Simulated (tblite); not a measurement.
## Geometry relaxation of CH₈ClO₂Si₃ (part 1 of 4)

CH₈ClO₂Si₃, multiplicity 2, SMILES [SiH3]OC[SiH]O[SiH2]Cl, computed with GFN2-xTB geometry optimisation, gas phase (tblite 0.8.0).

It belongs to a series of runs on one base structure; here: H removed from Si.

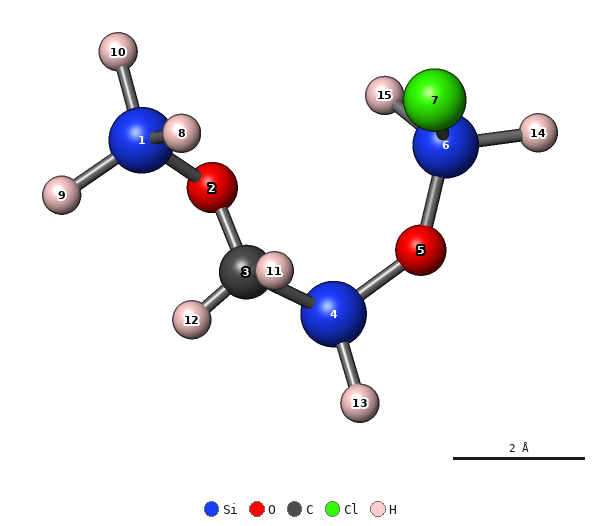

The structure as given in the input (ball-and-stick view, seen at a tilt; atoms are numbered from 1 in the order of the input). Bond lengths as drawn: Cl–Si 2.05 Å, C–H 1.08 to 1.11 Å, C–O 1.44 Å, C–Si 1.90 Å, H–Si 1.48 to 1.49 Å and O–Si 1.65 to 1.67 Å.

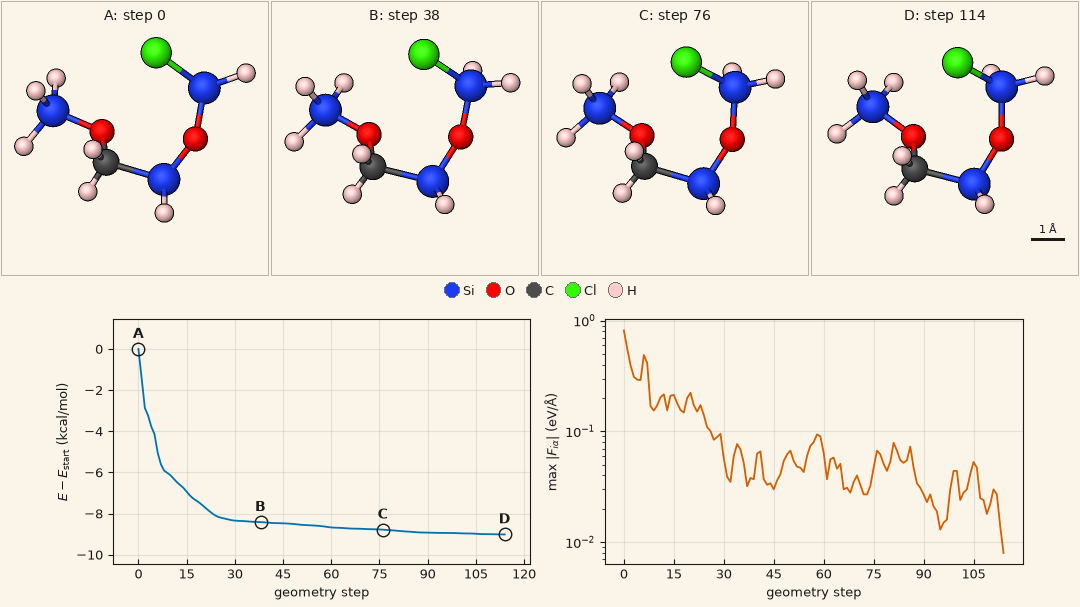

Frames of the relaxation (ball-and-stick view, seen at a tilt) above the curves, on which the letters mark them (steps are counted from 0).

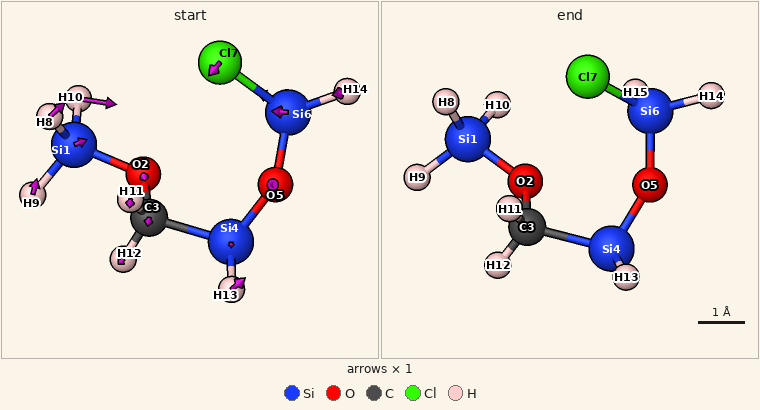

Before (left) and after (right) the relaxation, at one scale (ball-and-stick view, seen at a tilt). The pink arrows give the displacements, at true length. H10 moves most after the best rigid fit: 0.87 Å. By element the largest moves are H 0.87 Å, O 0.48 Å, Cl 0.46 Å, Si 0.42 Å, C 0.23 Å. Among the contacts that change: Si1–O2 1.675 → 1.622 Å, Si6–Cl7 2.046 → 2.007 Å, Si1–H10 1.491 → 1.454 Å, O5–Si6 1.650 → 1.617 Å. Among the angles that change: Si1–O2–C3 117.6° → 128.4°, O2–Si1–H10 109.2° → 98.7°, Si4–O5–Si6 139.5° → 149.0°. Over 114 geometry steps the energy falls by 9.01 kcal/mol. Largest force component: 0.81 eV/Å at the start, 0.008 eV/Å at the end. (Atoms are counted from 1 in the order of the input.)

These pictures come from the run below.

Input
```
{"job": {"kind": "relax", "xc": "GFN2-xTB", "basis": "xTB"}, "charge": 0, "multiplicity": 2}
Si    -1.175800    -0.814100     2.157600
O     -1.000700    -0.290900     0.576300
C     -0.388000    -1.191000    -0.359100
Si    -0.091000    -0.429000    -2.070800
O      0.919000     0.878300    -2.034600
Si     1.208800     2.215300    -1.112800
Cl     2.279800     1.581600     0.511500
H      0.137500    -1.219700     2.705100
H     -2.096300    -1.980100     2.168800
H     -1.764000     0.285300     2.975800
H      0.567300    -1.541600     0.016600
H     -1.054300    -2.062100    -0.494800
H      0.457000    -1.455800    -2.978100
H      2.053000     3.188200    -1.858200
H     -0.056800     2.843800    -0.649800
```

The first line tells a small driver script what to run in tblite; the rest is the geometry in Å.

Launch command:
```bash
OMP_NUM_THREADS=1 python <driver script> task.json out
```

The program's output
```
step      E/eV     max force
  0    -659.14599    1.097
  1    -659.20740    0.662
  2    -659.27023    0.516
  3    -659.28601    0.367
  4    -659.30946    0.329
  5    -659.32546    0.360
  6    -659.36466    0.612
  7    -659.38898    0.477
  8    -659.40221    0.208
  9    -659.40703    0.170
 10    -659.41200    0.194
 11    -659.41955    0.282
 12    -659.42673    0.260
 13    -659.43269    0.194
 14    -659.43868    0.233
 15    -659.44643    0.265
 16    -659.45452    0.226
 17    -659.46076    0.186
 18    -659.46539    0.179
 19    -659.47006    0.212
 20    -659.47559    0.275
 21    -659.48157    0.256
 22    -659.48724    0.187
 23    -659.49251    0.178
 24    -659.49706    0.150
 25    -659.50017    0.113
 26    -659.50200    0.102
 27    -659.50348    0.088
 28    -659.50515    0.109
 29    -659.50668    0.106
 30    -659.50760    0.074
 31    -659.50802    0.057
 32    -659.50832    0.044
 33    -659.50872    0.062
 34    -659.50926    0.078
 35    -659.50983    0.071
 36    -659.51024    0.053
 37    -659.51051    0.040
 38    -659.51077    0.045
 39    -659.51114    0.048
 40    -659.51166    0.064
 41    -659.51223    0.068
 42    -659.51265    0.041
 43    -659.51289    0.034
 44    -659.51306    0.035
 45    -659.51327    0.038
 46    -659.51356    0.046
 47    -659.51397    0.058
 48    -659.51451    0.072
 49    -659.51520    0.070
 50    -659.51594    0.071
 51    -659.51657    0.066
 52    -659.51700    0.050
 53    -659.51735    0.051
 54    -659.51770    0.046
 55    -659.51809    0.062
 56    -659.51856    0.082
 57    -659.51922    0.101
 58    -659.52013    0.105
 59    -659.52114    0.096
 60    -659.52193    0.070
 61    -659.52236    0.045
 62    -659.52261    0.060
 63    -659.52291    0.060
 64    -659.52334    0.051
 65    -659.52385    0.055
 66    -659.52425    0.036
 67    -659.52448    0.040
 68    -659.52462    0.033
 69    -659.52477    0.037
 70    -659.52504    0.041
 71    -659.52538    0.037
 72    -659.52561    0.041
 73    -659.52576    0.039
 74    -659.52593    0.034
 75    -659.52621    0.048
 76    -659.52663    0.068
 77    -659.52713    0.064
 78    -659.52760    0.054
 79    -659.52804    0.046
 80    -659.52857    0.055
 81    -659.52923    0.079
 82    -659.52986    0.067
 83    -659.53033    0.062
 84    -659.53075    0.058
 85    -659.53123    0.061
 86    -659.53182    0.077
 87    -659.53234    0.051
 88    -659.53262    0.037
 89    -659.53275    0.032
 90    -659.53290    0.032
 91    -659.53306    0.034
 92    -659.53323    0.033
 93    -659.53338    0.029
 94    -659.53349    0.020
 95    -659.53355    0.017
 96    -659.53359    0.020
 97    -659.53364    0.023
 98    -659.53375    0.031
 99    -659.53396    0.046
100    -659.53424    0.048
101    -659.53449    0.029
102    -659.53463    0.029
103    -659.53474    0.032
104    -659.53492    0.041
105    -659.53524    0.054
106    -659.53566    0.053
107    -659.53597    0.033
108    -659.53610    0.028
109    -659.53617    0.024
110    -659.53625    0.026
111    -659.53638    0.035
112    -659.53659    0.030
113    -659.53666    0.015
114    -659.53667    0.008
```

Trajectory as extended XYZ (Å, eV, eV/Å), 54 of the 115 frames kept, from step=0 to step=114
```
15
Properties=species:S:1:pos:R:3:forces:R:3 step=0 energy=-659.14599
Si   -1.1758   -0.8141    2.1576   -0.1730   0.4010  -0.3110
O    -1.0007   -0.2909    0.5763    0.3620  -0.7490   0.7150
C    -0.3880   -1.1910   -0.3591   -0.8140   0.2080   0.0880
Si   -0.0910   -0.4290   -2.0708   -0.1180   0.2660  -0.3870
O     0.9190    0.8783   -2.0346   -0.0970   0.4570   0.4720
Si    1.2088    2.2153   -1.1128    0.1020  -0.0450   0.1680
Cl    2.2798    1.5816    0.5115   -0.3100   0.1690  -0.4450
H     0.1375   -1.2197    2.7051   -0.2220   0.0600  -0.1650
H    -2.0963   -1.9801    2.1688    0.2400   0.2100  -0.0520
H    -1.7640    0.2853    2.9758    0.2820  -0.3090  -0.6500
H     0.5673   -1.5416    0.0166    0.1860  -0.1570   0.3200
H    -1.0543   -2.0621   -0.4948    0.3010   0.1360   0.1680
H     0.4570   -1.4558   -2.9781    0.1400   0.3390   0.1640
H     2.0530    3.1882   -1.8582   -0.3270  -0.6220   0.1020
H    -0.0568    2.8438   -0.6498    0.4490  -0.3640  -0.1860
15
Properties=species:S:1:pos:R:3:forces:R:3 step=2 energy=-659.27023
Si   -1.1822   -0.8012    2.1485    0.1020  -0.3940   0.3180
O    -0.9847   -0.3228    0.6076    0.0520   0.1520  -0.1680
C    -0.4098   -1.1812   -0.3539    0.3950  -0.0410  -0.0740
Si   -0.0983   -0.4122   -2.0860   -0.1750   0.2580   0.1510
O     0.9110    0.8966   -2.0121   -0.2290  -0.0860   0.0900
Si    1.2142    2.2144   -1.1025    0.0230  -0.0050   0.1390
Cl    2.2648    1.5899    0.4901   -0.0170   0.0140  -0.0020
H     0.1245   -1.2162    2.6962   -0.1350   0.0250  -0.0630
H    -2.0837   -1.9690    2.1662    0.0840   0.0530  -0.0110
H    -1.7506    0.2729    2.9415    0.0090   0.2080  -0.3060
H     0.5661   -1.5461    0.0279   -0.2620   0.0550  -0.0590
H    -1.0438   -2.0603   -0.4863   -0.0340  -0.1110   0.0700
H     0.4660   -1.4377   -2.9700    0.1900   0.2530   0.0720
H     2.0369    3.1558   -1.8545   -0.0420  -0.2670  -0.1390
H    -0.0347    2.8252   -0.6589    0.0390  -0.1150  -0.0180
15
Properties=species:S:1:pos:R:3:forces:R:3 step=4 energy=-659.30946
Si   -1.1785   -0.8168    2.1581    0.0300   0.0480  -0.1680
O    -0.9747   -0.3273    0.6135   -0.0050   0.1140  -0.0270
C    -0.4022   -1.1807   -0.3572   -0.0780  -0.0570  -0.0060
Si   -0.1137   -0.3919   -2.0832   -0.1930  -0.0730   0.1250
O     0.8940    0.9010   -1.9968   -0.0990  -0.0140  -0.0100
Si    1.2171    2.2117   -1.0909   -0.0400  -0.0750  -0.0100
Cl    2.2592    1.5933    0.4837    0.1580  -0.0820   0.2530
H     0.1140   -1.2146    2.6903    0.2170  -0.1050   0.1240
H    -2.0750   -1.9639    2.1646   -0.1230  -0.2190   0.0150
H    -1.7449    0.2826    2.9076   -0.0350   0.2500  -0.1980
H     0.5548   -1.5462    0.0303    0.1380  -0.0380  -0.0300
H    -1.0396   -2.0644   -0.4786    0.0080  -0.0070   0.0030
H     0.4819   -1.4120   -2.9612    0.1220   0.2930   0.0850
H     2.0289    3.1259   -1.8638    0.1020  -0.0840  -0.2480
H    -0.0255    2.8113   -0.6628   -0.2020   0.0490   0.0920
15
Properties=species:S:1:pos:R:3:forces:R:3 step=6 energy=-659.36466
Si   -1.1705   -0.8369    2.1598   -0.1120   0.4880  -0.3520
O    -0.9588   -0.3236    0.6171   -0.0170  -0.1430   0.0570
C    -0.3961   -1.1850   -0.3605   -0.4540  -0.0130   0.2520
Si   -0.1578   -0.3664   -2.0662   -0.0500  -0.3290  -0.0650
O     0.8559    0.9054   -1.9738    0.0220   0.0760  -0.0590
Si    1.2180    2.2017   -1.0722   -0.0330   0.0350  -0.0530
Cl    2.2660    1.5906    0.4989    0.1520  -0.0740   0.2320
H     0.1186   -1.2227    2.6935    0.2850  -0.1440   0.1860
H    -2.0730   -1.9773    2.1636   -0.1230  -0.2150   0.0230
H    -1.7386    0.3227    2.8313    0.0320   0.0200  -0.1700
H     0.5500   -1.5498    0.0299    0.4100  -0.0750  -0.0480
H    -1.0333   -2.0727   -0.4657   -0.0130   0.0470  -0.0260
H     0.5200   -1.3403   -2.9388   -0.0010   0.2300   0.0240
H     2.0260    3.0683   -1.9039    0.0920  -0.0450  -0.1540
H    -0.0307    2.7939   -0.6595   -0.1900   0.1430   0.1520
15
Properties=species:S:1:pos:R:3:forces:R:3 step=9 energy=-659.40703
Si   -1.1678   -0.8313    2.1495    0.0240  -0.0170   0.0710
O    -0.9500   -0.3264    0.6177   -0.0560  -0.0610  -0.0250
C    -0.4053   -1.1931   -0.3477    0.0500  -0.0870  -0.0080
Si   -0.1937   -0.3652   -2.0530    0.1010  -0.0630   0.0340
O     0.8217    0.9109   -1.9589   -0.0680   0.0220   0.0220
Si    1.2160    2.1981   -1.0584   -0.0520   0.0320   0.0220
Cl    2.2800    1.5849    0.5245   -0.0310   0.0330  -0.0420
H     0.1328   -1.2369    2.7065   -0.1220   0.0040   0.0220
H    -2.0744   -1.9961    2.1646    0.1000   0.1150   0.0230
H    -1.7320    0.3590    2.7566   -0.0070   0.0360  -0.0400
H     0.5660   -1.5540    0.0199    0.0470   0.0290  -0.1230
H    -1.0342   -2.0809   -0.4552   -0.0790  -0.0610   0.0550
H     0.5522   -1.2672   -2.9228    0.0230  -0.0220  -0.1540
H     2.0293    3.0153   -1.9456    0.0100  -0.0670   0.0240
H    -0.0448    2.7909   -0.6443    0.0600   0.1070   0.1180
15
Properties=species:S:1:pos:R:3:forces:R:3 step=11 energy=-659.41955
Si   -1.1664   -0.8231    2.1497    0.0610  -0.1620   0.1160
O    -0.9549   -0.3364    0.6154    0.0340   0.0200  -0.0640
C    -0.4087   -1.2053   -0.3415    0.1820  -0.0730  -0.2030
Si   -0.1895   -0.3788   -2.0483    0.0170   0.0890   0.0280
O     0.8074    0.9157   -1.9544   -0.1050  -0.0070   0.0810
Si    1.2093    2.2020   -1.0544   -0.0380  -0.0270   0.0370
Cl    2.2818    1.5863    0.5289   -0.0720   0.0500  -0.0920
H     0.1263   -1.2417    2.7151   -0.1050   0.0400   0.0180
H    -2.0654   -1.9904    2.1681    0.0440   0.0800   0.0390
H    -1.7310    0.3705    2.7348   -0.0490   0.1320   0.0260
H     0.5813   -1.5527    0.0026   -0.1600   0.0010  -0.0280
H    -1.0437   -2.0891   -0.4472    0.0260  -0.0950   0.0730
H     0.5607   -1.2512   -2.9370    0.0650  -0.0820  -0.1600
H     2.0326    2.9966   -1.9533   -0.0070  -0.0430   0.0440
H    -0.0440    2.8057   -0.6246    0.1080   0.0780   0.0830
15
Properties=species:S:1:pos:R:3:forces:R:3 step=13 energy=-659.43269
Si   -1.1621   -0.8190    2.1541   -0.0060   0.0400  -0.0350
O    -0.9550   -0.3515    0.6116    0.1410   0.0190  -0.0640
C    -0.4071   -1.2240   -0.3449    0.0310  -0.0080  -0.1530
Si   -0.1872   -0.3888   -2.0443   -0.0580   0.0230  -0.1550
O     0.7799    0.9235   -1.9402   -0.0890  -0.0170   0.0830
Si    1.1994    2.2051   -1.0455   -0.0040  -0.0100   0.0010
Cl    2.2793    1.5913    0.5287   -0.0290   0.0160  -0.0210
H     0.1133   -1.2458    2.7276    0.0610   0.0350   0.0830
H    -2.0520   -1.9801    2.1749   -0.1000  -0.0610   0.0620
H    -1.7307    0.3937    2.7006   -0.0240   0.0780   0.0420
H     0.5914   -1.5531   -0.0184   -0.1450  -0.0940   0.0890
H    -1.0507   -2.1052   -0.4317    0.1530  -0.0880   0.0110
H     0.5776   -1.2288   -2.9613    0.0080  -0.0320  -0.0480
H     2.0347    2.9639   -1.9625   -0.0110   0.0120   0.0420
H    -0.0352    2.8269   -0.5951    0.0720   0.0880   0.0630
15
Properties=species:S:1:pos:R:3:forces:R:3 step=15 energy=-659.44643
Si   -1.1586   -0.8120    2.1554   -0.0590   0.1810  -0.1850
O    -0.9425   -0.3653    0.6034    0.1170  -0.0020  -0.0120
C    -0.4033   -1.2425   -0.3603   -0.1590   0.0290   0.0690
Si   -0.1902   -0.3964   -2.0545   -0.1010  -0.1220  -0.2130
O     0.7450    0.9301   -1.9186   -0.0630  -0.0050   0.0260
Si    1.1896    2.2076   -1.0362    0.0000   0.0310  -0.0220
Cl    2.2739    1.5978    0.5260    0.0580  -0.0440   0.1010
H     0.1042   -1.2460    2.7462    0.1040   0.0570   0.0930
H    -2.0466   -1.9738    2.1868   -0.1300  -0.0550   0.0570
H    -1.7316    0.4215    2.6699    0.0430  -0.0620   0.0010
H     0.5893   -1.5621   -0.0310    0.0810  -0.1590   0.0950
H    -1.0443   -2.1286   -0.4159    0.1470  -0.0510  -0.1010
H     0.5948   -1.2095   -2.9887   -0.0500   0.0270   0.0460
H     2.0351    2.9324   -1.9674    0.0040   0.0710   0.0050
H    -0.0192    2.8546   -0.5614    0.0090   0.1040   0.0400
15
Properties=species:S:1:pos:R:3:forces:R:3 step=17 energy=-659.46076
Si   -1.1570   -0.7973    2.1475   -0.0120   0.0220  -0.1010
O    -0.9227   -0.3769    0.5902    0.0000  -0.0030   0.0150
C    -0.4023   -1.2621   -0.3758   -0.0140  -0.0100   0.1500
Si   -0.1981   -0.4123   -2.0778   -0.0790  -0.0880   0.0030
O     0.7029    0.9346   -1.8949   -0.0940  -0.0070  -0.0020
Si    1.1781    2.2119   -1.0283   -0.0020  -0.0060   0.0100
Cl    2.2714    1.6019    0.5291    0.0640  -0.0620   0.1000
H     0.0991   -1.2400    2.7722   -0.0440   0.1340  -0.0100
H    -2.0497   -1.9680    2.2043   -0.0340   0.1070   0.0150
H    -1.7314    0.4478    2.6439    0.0810  -0.1320  -0.0450
H     0.5887   -1.5820   -0.0394    0.1490  -0.1120  -0.0050
H    -1.0283   -2.1589   -0.4069    0.0250  -0.0070  -0.1560
H     0.6086   -1.1939   -3.0191   -0.0410   0.0220   0.0560
H     2.0366    2.9086   -1.9697   -0.0150   0.0810  -0.0060
H    -0.0003    2.8944   -0.5216    0.0160   0.0620  -0.0230
```
